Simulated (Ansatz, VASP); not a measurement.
## CdF2 in two plane-wave programs

Wanted: the spread between two codes on one cell, functional and k mesh. Valence electrons are named where the data sets of a main pair hold unlike numbers.

Method: plane waves, with VASP 6.6.1 beside it; band structure at r2SCAN0 and band structure at HSE06, spin-orbit coupling, in Ansatz 0.2.0.

## Step 1: Starting point

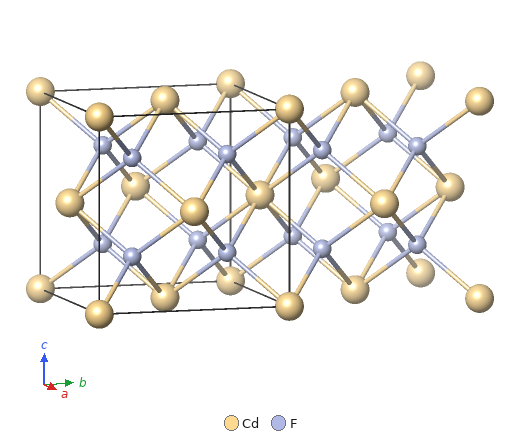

The cell as given, slightly off an axis (cadmium orange, fluorine light blue). 1×2×1 cells are drawn. This picture shows the conventional cell, with its axes. Some periodic images of atoms are drawn too.

Structure file:

```cif
data_structure
_symmetry_space_group_name_H-M 'Fm-3m'
_symmetry_Int_Tables_number 225
_cell_length_a 5.3880
_cell_length_b 5.3880
_cell_length_c 5.3880
_cell_angle_alpha 90.000
_cell_angle_beta 90.000
_cell_angle_gamma 90.000
_cell_volume 156.42
loop_
_atom_site_label
_atom_site_type_symbol
_atom_site_symmetry_multiplicity
_atom_site_Wyckoff_symbol
_atom_site_fract_x
_atom_site_fract_y
_atom_site_fract_z
_atom_site_occupancy
Cd1 Cd 4 a 0.00000 0.00000 0.00000 1
F1 F 8 c 0.25000 0.75000 0.75000 1
```

## Step 2: Ansatz: band structure, r2SCAN0

Ansatz runs on its default PAW (the set named soft_2) files.

The same path points are solved in both programs, so levels can be compared one by one.

The input, input.yaml:

```yaml
crystal:
  lattice:
    - [0.0, 2.694, 2.694]
    - [2.694, 0.0, 2.694]
    - [2.694, 2.694, 0.0]
  atoms:
    - { symbol: Cd, position: [0.0, 0.0, 0.0] }
    - { symbol: F, position: [0.25, 0.25, 0.25] }
    - { symbol: F, position: [0.75, 0.75, 0.75] }
hamiltonian:
  xc: r2scan0
  pseudopotentials: { kind: paw }
kpoints:
  mp_grid: { grid: [5, 5, 5] }
  band_path:
    path:
      - [0.0, 0.0, 0.0]
      - [0.5, 0.0, 0.5]
      - [0.5, 0.2, 0.7]
      - [0.5, 0.25, 0.75]
      - [0.4, 0.35, 0.75]
      - [0.15, 0.15, 0.3]
      - [0.2, 0.2, 0.2]
      - [0.55, 0.4, 0.55]
      - [0.6, 0.25, 0.65]
      - [0.5, 0.25, 0.75]
      - [0.5, 0.5, 0.5]
      - [0.375, 0.375, 0.75]
      - [0.5, 0.0, 0.5]
    npoints: 1
scf:
  occupations: { method: gaussian, width: 0.02 }
  n_extra_bands: 7
output:
  forces: true
  stress: true
  eigenvalues: true
```

Started as:

```console
$ ansatz run input.yaml --threads 4 --pin off --max-ram 9216MiB --backend cpu --events-out ev --progress --plain --runs-dir out
```

Numbers of over 12 decimals in the logs are rounded to 6 here.

The log of the run:

```text
Warning: output.stress: scf.convergence.dr2_threshold = 1e-7 eV (the SCF's general default) is looser than the 3e-10 eV advised for a printed stress (1e-10 eV for each atom of the cell: 3). What an SCF threshold leaves in a stress goes as its square root, and in the free energy as the threshold itself, and one threshold admits the most on a small cell: [figures from the program's tests cut] Set scf.convergence.dr2_threshold to 3e-10 eV or tighter. The threshold is an SCF's pass mark: one that does not reach it within its budget of iterations ends unconverged, or closes short of it on a stop that the run arms, and scf.convergence.dr2_threshold's page says what that costs each kind of run
Warning: output.stress: scf.exx.energy_threshold = 1e-6 eV is looser than the 3e-8 eV advised for a stress under a hybrid functional (1e-8 eV for each atom of the cell: 3). Every SCF of the exchange loop can meet its threshold on dr2 while the loop round them stops early: no threshold on dr2 bounds what that leaves in the stress. Set scf.exx.energy_threshold to 3e-8 eV or tighter. The threshold is the loop's pass mark: a loop that does not reach it within its budget of cycles ends unconverged, and scf.exx.energy_threshold's page has the law
scf.n_extra_bands = 7 over 17 filled bands (N_el = 34.0): the run solves 24 bands
Engine: ansatz 0.2.0, aarch64-unknown-linux-gnu
Pseudopotentials: kind: paw
Pseudopotential: Cd, paw, valence charge 20, recommended cutoff 500 eV (meta_gga), Cd.paw.azcp
Pseudopotential: F, paw, valence charge 7, recommended cutoff 500 eV (meta_gga), F.paw.azcp
Functional definition: r2SCAN0
  parameter a = 0.25
  parameter k0 = 0.174
  parameter k1 = 0.065
  parameter a1 = 4.9479
  exchange = (1 - a)*r2scan_x(k0 = k0, k1 = k1, a1 = a1) + a*exact_x
  correlation = r2scan_c
Crystal: 3 atoms, lattice volume = 39.104 Å³
Basis set: ecut = 500 eV, 965 PW (Γ), exchange–correlation on 120×120×120 points (64 copies of the dense FFT grid, shifted against one another)
Bands: 24, of which v1, the nominal top of the filled ones, is band 17 counted from 1 (16 counted from 0)
Symmetry: 48 space group operations
Space group: Fm-3m (ITA 225), of the structure as read, at distance tolerance 3.4e-5 Å
k-points: 10 of 125
Non-local potential: Cd, projectors of the file, l = 0: 3, l = 1: 2, l = 2: 2, l = 3: 1
Non-local potential: F, projectors of the file, l = 0: 2, l = 1: 2, l = 2: 1
PAW form: soft (Blöchl's): semilocal exchange-correlation on the pseudo side does not see the compensation charge
PAW frozen core: Cd, regenerated for the run's functional, and the local potential with it (the file was generated under x = pbe(κ = 0.804, μ = 0.219515), c = pbe(β = 0.066725))
PAW frozen core: F, regenerated for the run's functional, and the local potential with it (the file was generated under x = pbe(κ = 0.804, μ = 0.219515), c = pbe(β = 0.066725))
PAW one-centre angular grid: Cd, 590 points (default); XC on 160 Gauss nodes
PAW one-centre angular grid: F, 302 points (default); XC on 160 Gauss nodes
Initial density: superposition of atomic densities (neutral atoms: chi_scale 0, normalization atom), corrected by the library's trained network
Initial wavefunctions: pseudopotential atomic-orbital guess
Functional: x = r2scan, c = r2scan; τ floored in thin density (d = 2e-4 eV/Å³), warm-up for x = 0.75 r2scan + 0.25 exact, c = r2scan; τ floored in thin density (d = 2e-4 eV/Å³)
SCF iter   1: F=—  HF=-9889.347297 eV  |F-HF|=—  |Δ(HF+E_count)|=         —  Δρ=1.07e-2  dr2=3.48e-2  dr2_τ=7.62e-2  ethr=1.77e-3  ⟨swp⟩=11.9  Hψ=1171  notcnv=0
preconditioner: auto → none  [insulator: Δε(μ)=4.019 eV  Ē_g=21.144 eV  σ=0.020 eV  W_gap=1.00  n_scr=14 (ndim 8)  ℏωp=30.3 eV  f_vac=0.142  D(μ)=0.00/eV (n_scr^D=0)]
SCF iter   2: F=—  HF=-9889.376781 eV  |F-HF|=—  |Δ(HF+E_count)|=   2.95e-2  Δρ=6.17e-3  dr2=4.55e-3  dr2_τ=1.58e-3  ethr=1.02e-4  ⟨swp⟩=4.3  Hψ=657  notcnv=0
SCF iter   3: F=-9889.376401 eV  HF=-9889.376432 eV  |F-HF|=3.01e-5  |Δ(HF+E_count)|=   3.50e-4  Δρ=2.38e-3  dr2=9.22e-4  dr2_τ=2.45e-4  ethr=1.34e-5  ⟨swp⟩=3.0  Hψ=564  notcnv=0
SCF 1 stopped early in 3 iterations: F = -9889.376401 eV  dr2 = 9.22e-4
  greatest PAW one-centre occupation: 1.003 electrons in one spin orbital (limit 2), on the Cd atom at site 0 (counted from 0), in its partial waves of l = 1
Initial density: handed on by an earlier stage of this run
Initial wavefunctions: those handed on with the density
Functional: x = 0.75 r2scan + 0.25 exact, c = r2scan; τ floored in thin density (d = 2e-4 eV/Å³)
Frozen-core exchange: fock
SCF iter   1: F=—  HF=-9888.266100 eV  |F-HF|=—  |Δ(HF+E_count)|=         —  Δρ=9.41e-3  dr2=2.94e-2  dr2_τ=2.92e-3  ethr=2.71e-5  ⟨swp⟩=4.6  Hψ=888  notcnv=0
preconditioner: auto → none  [insulator: Δε(μ)=6.574 eV  Ē_g=24.241 eV  σ=0.020 eV  W_gap=1.00  n_scr=14 (ndim 8)  ℏωp=30.3 eV  f_vac=0.143  D(μ)=0.00/eV (n_scr^D=0)]
SCF iter   2: F=—  HF=-9888.258053 eV  |F-HF|=—  |Δ(HF+E_count)|=   8.05e-3  Δρ=2.67e-3  dr2=2.58e-3  dr2_τ=3.23e-4  ethr=2.71e-5  ⟨swp⟩=3.1  Hψ=601  notcnv=0
SCF iter   3: F=—  HF=-9888.265509 eV  |F-HF|=—  |Δ(HF+E_count)|=   7.46e-3  Δρ=1.07e-3  dr2=4.85e-4  dr2_τ=1.50e-5  ethr=3.91e-6  ⟨swp⟩=3.4  Hψ=624  notcnv=0
iter 4 solved again at ethr=6.94e-9 eV; its pass at ethr=1.15e-6 eV (dr2=2.36e-6 eV) is discarded
SCF iter   4: F=—  HF=-9888.265383 eV  |F-HF|=—  |Δ(HF+E_count)|=   1.26e-4  Δρ=1.32e-4  dr2=1.57e-5  dr2_τ=4.71e-7  ethr=6.94e-9  ⟨swp⟩=3.8  Hψ=1038  notcnv=0
eigensolver tolerance schedule calibrated: the retry pair's looser diagonalisation under-reported the residual by θ = 0.24 (0.11/decade); ethr = c·dr2/N_el runs at the constant in force after the calibration composes with the one it found (an armed cap, an earlier calibration), c = 8.4e-2
SCF iter   5: F=-9888.265484 eV  HF=-9888.265485 eV  |F-HF|=1.06e-6  |Δ(HF+E_count)|=   1.02e-4  Δρ=1.20e-4  dr2=3.29e-6  dr2_τ=1.56e-7  ethr=6.94e-9  ⟨swp⟩=4.2  Hψ=676  notcnv=0
SCF 2 stopped early in 5 iterations: F = -9888.265484 eV  dr2 = 3.29e-6
hybrid outer 1: dexx = +9.086e-3 eV, tail = 2.41e-5 eV
Frozen-core exchange: fock
SCF iter   1: F=—  HF=-9888.265668 eV  |F-HF|=—  |Δ(HF+E_count)|=         —  Δρ=5.31e-5  dr2=5.68e-7  dr2_τ=3.17e-7  ethr=3.54e-7  ⟨swp⟩=3.6  Hψ=536  notcnv=0
preconditioner: auto → none  [insulator: Δε(μ)=6.517 eV  Ē_g=24.186 eV  σ=0.020 eV  W_gap=1.00  n_scr=14 (ndim 8)  ℏωp=30.3 eV  f_vac=0.148  D(μ)=0.00/eV (n_scr^D=0)]
SCF iter   2: F=—  HF=-9888.265668 eV  |F-HF|=—  |Δ(HF+E_count)|=   1.91e-7  Δρ=1.71e-5  dr2=8.87e-8  dr2_τ=8.14e-9  ethr=1.32e-9  ⟨swp⟩=4.0  Hψ=659  notcnv=0
SCF iter   3: F=—  HF=-9888.265669 eV  |F-HF|=—  |Δ(HF+E_count)|=   2.71e-9  Δρ=1.10e-5  dr2=4.62e-8  dr2_τ=1.65e-9  ethr=1.43e-10  ⟨swp⟩=4.0  Hψ=638  notcnv=0
SCF iter   4: F=—  HF=-9888.265669 eV  |F-HF|=—  |Δ(HF+E_count)|=   1.38e-7  Δρ=9.95e-6  dr2=2.54e-8  dr2_τ=1.40e-9  ethr=6.26e-11  ⟨swp⟩=3.4  Hψ=603  notcnv=0  defer=2
SCF iter   5: F=-9888.265669 eV  HF=-9888.265669 eV  |F-HF|=4.41e-9  |Δ(HF+E_count)|=   9.05e-9  Δρ=4.30e-6  dr2=4.61e-9  dr2_τ=2.38e-10  ethr=5.96e-11  ⟨swp⟩=3.0  Hψ=441  notcnv=0
SCF 3 converged in 5 iterations: F = -9888.265669 eV  dr2 = 4.61e-9
  Residual-converged pass: ⟨swp⟩=3.0  Hψ=484  notcnv=0  max |occ|·‖R‖ = 2.4e-6 eV (tolerance 2.4e-6 eV)  dr2=4.33e-9  dr2_τ=2.06e-10  dr2_onsite=8.34e-10  max |Δocc| = 0.0e0
hybrid outer 2: dexx = +2.681e-7 eV, tail = 2.17e-8 eV, Δε = 3.72e-3 eV (about 1.48e-4 eV left of the loop's levels)
NSCF: frozen V_eff on 13 k-points
hybrid SCF converged: 2 outer / 10 inner (+3 warm-up), last move |dexx| = 2.68e-7 eV, tail = 2.17e-8 eV
Stability not checked: this state was not tested for a lower state beside it, because the functional holds exact exchange (a hybrid, or Hartree-Fock), whose exchange loop this test does not read (fock_operator; see scf.lower_state_search)
Free energy (F): -9888.265669 eV
Frozen-core exchange: fock
Harris-Foulkes:  -9888.265669 eV  (|F-HF|=4.41e-9)
Internal energy: -9888.265669 eV  (E = F + TS)
E sigma→0 (E₀):  -9888.265669 eV
Fermi energy:    7.229558 eV
--- Per-component energies (eV) ---
  E_band       = -612.474823
  E_kinetic    = 926.303156
  E_local      = -4244.931763  (includes V_loc(G=0)·N_el)
  E_nonlocal   = 181.872828
  E_hartree    = 1885.505116
  E_xc         = -251.954385
  E_vxc        = -361.938832  (∫ρ·V_xc dr)
  E_exx        = -156.418249  (= α·E_x^exact, valence–valence)
  E_paw        = -4433.709786  (= ΣΔE_a)
  E_vpaw       = -594.659939  (= ΣTr[D̂ρ^β])
  E_aug_tail   = 0.002256  (compensation charges beyond the density's cutoff)
  E_vtau       = 22.698517  (kinetic-family band-sum trace: ∫τ·v_τ [+ j·A + Jᵃ·Aᵃ] dr)
  E_ewald      = -3793.856633
  E_core_change = -1.078210  (= ΣΔE_core)
  E_smearing   = -0.000000  (= −TS)
  E_closure    = -0.000000  (closes the sum)
  Σ components = -9888.265669   (vs F -9888.265669, Δ=-1.82e-12)
--- Forces (eV/Å), atoms counted from 1 ---
  atom   1  Cd    -0.00000000     0.00000000     0.00000000
  atom   2  F     -0.00000000    -0.00000000    -0.00000000
  atom   3  F     -0.00000000    -0.00000000     0.00000000
  max |Σ_I F_I| component: 4.63e-18 eV/Å
--- Stress (GPa, compression-positive) ---
       -1.850014       0.000000      -0.000000
       -0.000000      -1.850014       0.000000
       -0.000000       0.000000      -1.850014
  P = ⅓ Tr σ = -1.8500 GPa (-18.500 kbar)
--- Band table (eV; the first three rows and the last of 10) ---
  k-point 0: bands = [... 13 lower, 3.0408, 3.4705, 3.4705, 3.4705, 10.4878, 20.4297, 20.4297, 20.4297, ... 3 higher]
  k-point 1: bands = [... 13 lower, 2.7508, 3.1471, 3.5217, 3.5217, 11.7828, 18.8271, 21.0708, 21.0708, ... 3 higher]
  k-point 2: bands = [... 13 lower, 2.2235, 2.2235, 3.5913, 3.5913, 14.2421, 16.9617, 22.3429, 22.3429, ... 3 higher]
  k-point 9: bands = [... 13 lower, 2.0176, 2.8659, 3.4544, 3.9711, 15.5486, 17.7749, 20.3595, 20.4105, ... 3 higher]
```

Run time: 58 s. Hardware: 4 threads of Arm Neoverse N1, shared host; peak memory 1 GiB; 3.5 min of CPU time.

## Step 3: VASP: band structure, r2SCAN0

The same cell, functional, mesh and smearing now go to VASP, with its own data sets.

Lines of VASP's logs that name or quote its potential files are left out, and so is its time.

The run reads the wave functions of an earlier VASP run, which isn't shown here.

The input, INCAR:

```
SYSTEM = CdF2
PREC = Accurate
ENCUT = 520
EDIFF = 1E-06
NELM = 100
ISMEAR = 0
SIGMA = 0.02
LREAL = .FALSE.
ALGO = Normal
LHFCALC = .TRUE.
AEXX = 0.25
METAGGA = R2SCAN
LASPH = .TRUE.
NBANDS = 19
PRECFOCK = Fast
HFRCUT = -1
LORBIT = 11
LWAVE = .FALSE.
LCHARG = .FALSE.
KPAR = 4
```

The input, POSCAR:

```
CdF2
1.0
    0.0000000000      2.6940000000      2.6940000000
    2.6940000000      0.0000000000      2.6940000000
    2.6940000000      2.6940000000      0.0000000000
Cd F
1 2
Direct
    0.0000000000      0.0000000000      0.0000000000
    0.2500000000      0.2500000000      0.2500000000
    0.7500000000      0.7500000000      0.7500000000
```

The input, KPOINTS:

```
Automatic mesh
0
Gamma
5 5 5
0 0 0
```

The input, KPOINTS_OPT:

```
Line mode
6
Line-mode
Reciprocal
  0.00000000   0.00000000   0.00000000 GAMMA
  0.50000000   0.00000000   0.50000000 X

  0.50000000   0.00000000   0.50000000 X
  0.50000000   0.25000000   0.75000000 W

  0.50000000   0.25000000   0.75000000 W
  0.37500000   0.37500000   0.75000000 K

  0.37500000   0.37500000   0.75000000 K
  0.00000000   0.00000000   0.00000000 GAMMA

  0.00000000   0.00000000   0.00000000 GAMMA
  0.50000000   0.50000000   0.50000000 L

  0.50000000   0.50000000   0.50000000 L
  0.62500000   0.25000000   0.62500000 U

  0.62500000   0.25000000   0.62500000 U
  0.50000000   0.25000000   0.75000000 W

  0.50000000   0.25000000   0.75000000 W
  0.50000000   0.50000000   0.50000000 L

  0.50000000   0.50000000   0.50000000 L
  0.37500000   0.37500000   0.75000000 K

  0.62500000   0.25000000   0.62500000 U
  0.50000000   0.00000000   0.50000000 X
```

Potentials, in the order of the species: Cd and F (PBE family, release 64).

Started as:

```console
$ mpirun -np 4 vasp_std
```

The log of the run:

```text
[banner, memory and clock lines left out]
running    4 mpi-ranks, on    1 nodes
 distrk:  each k-point on    1 cores,    4 groups
 distr:  one band on    1 cores,    1 groups

 POSCAR found type information on POSCAR CdF
 POSCAR found :  2 types and       3 ions
|                                                                             |
|               ----> ADVICE to this user running VASP <----                  |
|                                                                             |
|     You enforced a specific xc type in the INCAR file but a different       |
|     [... a line on the potential file left out ...]
|     I HOPE YOU KNOW WHAT YOU ARE DOING!                                     |
|                                                                             |

 LDA part: xc-table for (None), standard interpolation
 found WAVECAR, reading the header
 POSCAR, INCAR and KPOINTS ok, starting setup
 FFT: planning ... GRIDC
 FFT: planning ... GRID_SOFT
 FFT: planning ... GRID
 HFRCUT set to (new)   10.528053
 reading WAVECAR
 the WAVECAR file was read successfully
 initial charge from wavefunction
 entering main loop
       N       E                     dE             d eps       ncg     rms          rms(c)
DAV:   1    -0.323546524420E+02   -0.32355E+02   -0.11186E+00   380   0.918E+00    0.133E+00
DAV:   2    -0.323581679227E+02   -0.35155E-02   -0.68240E-02   392   0.241E+00    0.105E+00
DAV:   3    -0.323521989634E+02    0.59690E-02   -0.25129E-02   404   0.149E+00    0.623E-01
DAV:   4    -0.323522630409E+02   -0.64078E-04   -0.20259E-03   389   0.509E-01    0.379E-01
DAV:   5    -0.323520254698E+02    0.23757E-03   -0.27460E-04   383   0.250E-01    0.226E-01
DAV:   6    -0.323519707924E+02    0.54677E-04   -0.10955E-04   380   0.118E-01    0.135E-01
DAV:   7    -0.323519543547E+02    0.16438E-04   -0.12049E-05   380   0.494E-02    0.809E-02
DAV:   8    -0.323519485173E+02    0.58374E-05   -0.73996E-06   380   0.334E-02    0.491E-02
DAV:   9    -0.323519471116E+02    0.14057E-05   -0.25599E-06   300   0.187E-02    0.308E-02
DAV:  10    -0.323519465673E+02    0.54430E-06   -0.70464E-07   289   0.107E-02
   1 F= -.32351947E+02 E0= -.32351947E+02  d E =-.365229E-60
 Start KPOINTS_OPT (optional k-point list driver)
k-point batch [1-10\60]
       N       E                     dE             ncg
DAV:   1     0.108127548442E+03   -0.66063E+04      380
DAV:   2    -0.241277377719E+04   -0.25209E+04      415
DAV:   3    -0.254799540709E+04   -0.13522E+03      413
DAV:   4    -0.254953490742E+04   -0.15395E+01      425
DAV:   5    -0.254954116737E+04   -0.62600E-02      422
DAV:   6    -0.254954119070E+04   -0.23330E-04      416
DAV:   7    -0.254954119080E+04   -0.99849E-07      269
[...]
k-point batch [51-60\60]
       N       E                     dE             ncg
DAV:   1     0.138502284228E+03   -0.95227E+04      380
DAV:   2    -0.242930083206E+04   -0.25678E+04      404
DAV:   3    -0.256386140045E+04   -0.13456E+03      413
DAV:   4    -0.256551146266E+04   -0.16501E+01      425
DAV:   5    -0.256551802565E+04   -0.65630E-02      413
DAV:   6    -0.256551805060E+04   -0.24947E-04      413
DAV:   7    -0.256551805069E+04   -0.92280E-07      269
```

From OUTCAR (step 3):

```text
ion  position               nearest neighbor table
   1  0.000  0.000  0.000-   3 2.33   3 2.33   3 2.33   2 2.33   3 2.33   2 2.33   2 2.33   2 2.33

  LATTYP: Found a face centered cubic cell.
 ALAT       =     5.3880000000

 Subroutine GETGRP returns: Found 48 space group operations
 (whereof 48 operations were pure point group operations)

The static configuration has the point symmetry O_h .

 Found     10 irreducible k-points:

   k-points           NKPTS =     10   k-points in BZ     NKDIM =    125   number of bands    NBANDS=     19

   dimension x,y,z NGX =    28 NGY =   28 NGZ =   28
   dimension x,y,z NGXF=    56 NGYF=   56 NGZF=   56

   ENCUT  =  520.0 eV  38.22 Ry    6.18 a.u.   7.08  7.08  7.08*2*pi/ulx,y,z

   NELECT =      26.0000    total number of electrons

 k-points in reciprocal lattice and weights: Automatic mesh
   0.00000000  0.00000000  0.00000000       0.008
   0.20000000  0.00000000  0.00000000       0.064
   0.40000000  0.00000000  0.00000000       0.064
   0.20000000  0.20000000  0.00000000       0.048
   0.40000000  0.20000000  0.00000000       0.192
  -0.40000000  0.20000000  0.00000000       0.192
  -0.20000000  0.20000000  0.00000000       0.096
   0.40000000  0.40000000  0.00000000       0.048
  -0.40000000  0.40000000  0.00000000       0.096
  -0.40000000  0.40000000  0.20000000       0.192

  exchange ACFDT corr.  =         0.00000000  see jH, gK, PRB 81, 115126

 average (electrostatic) potential at core
       1 -36.1966       2 -73.2518       3 -73.2518

 E-fermi :  -3.5391

 k-point     1 :       0.0000    0.0000    0.0000
  band No.  band energies     occupation
    ...
      9      -4.7018      2.00000
     10      -4.7017      2.00000
     11      -4.2605      2.00000
     12      -4.2605      2.00000
     13      -4.2604      2.00000
     14       2.6887      0.00000
     15      12.6691      0.00000
     16      12.6691      0.00000
     17      12.6691      0.00000
     18      17.0601      0.00000
    ...

 k-point     2 :       0.2000    0.0000    0.0000
  band No.  band energies     occupation
    ...
      9      -4.9926      2.00000
     10      -4.9925      2.00000
     11      -4.5875      2.00000
     12      -4.2113      2.00000
     13      -4.2112      2.00000
     14       3.9922      0.00000
     15      11.0691      0.00000
     16      13.3073      0.00000
     17      13.3073      0.00000
     18      19.1173      0.00000
    ...

 k-point     3 :       0.4000    0.0000    0.0000
  band No.  band energies     occupation
    ...
      9      -5.7172      2.00000
     10      -5.5244      2.00000
     11      -5.5243      2.00000
     12      -4.1436      2.00000
     13      -4.1435      2.00000
     14       6.4600      0.00000
     15       9.2074      0.00000
     16      14.5728      0.00000
     17      14.5728      0.00000
     18      18.1998      0.00000
    ...

  energy-cutoff  :      520.00
  volume of cell :       39.10
      direct lattice vectors                 reciprocal lattice vectors
     0.000000000  2.694000000  2.694000000    -0.185597624  0.185597624  0.185597624
     2.694000000  0.000000000  2.694000000     0.185597624 -0.185597624  0.185597624
     2.694000000  2.694000000  0.000000000     0.185597624  0.185597624 -0.185597624

 POSITION                                       TOTAL-FORCE (eV/Angst)
 -----------------------------------------------------------------------------------
      0.00000      0.00000      0.00000         0.000000     -0.000000      0.000000
      1.34700      1.34700      1.34700         0.000000      0.000000     -0.000000
      4.04100      4.04100      4.04100        -0.000000     -0.000000      0.000000
 -----------------------------------------------------------------------------------
    total drift:                                0.000000      0.000000      0.000000

  FREE ENERGIE OF THE ION-ELECTRON SYSTEM (eV)
  ---------------------------------------------------
  free  energy   TOTEN  =       -32.3519465673 eV

  energy  without entropy=      -32.3519465673  energy(sigma->0) =      -32.35194657

 total charge
# of ion       s       p       d       tot
------------------------------------------
    1        0.183   0.173   9.729  10.085
    2        1.746   4.402   0.000   6.148
    3        1.746   4.402   0.000   6.148
--------------------------------------------------
tot          3.676   8.977   9.729  22.381

[... 3 further parts left out ...]
```

Spin-orbit coupling is off here; it would split degenerate levels. The PAW data sets were made with PBE, which is usual practice but a small mismatch for other functionals.

(Part 1 of 2 ends here.)

[Lines on the potential files, build, host, timing and source positions are cut from VASP's logs without a mark.]

[Logs are printed without paths, hosts, clocks, repeated set-up lines and the standing remarks that a program may print on its own settings, such as how far it seeks lower states.]

[Hosts, paths, dates, database ids (printed as entryN), source tags and the programs' standing remarks are cut or masked in the printed files.]
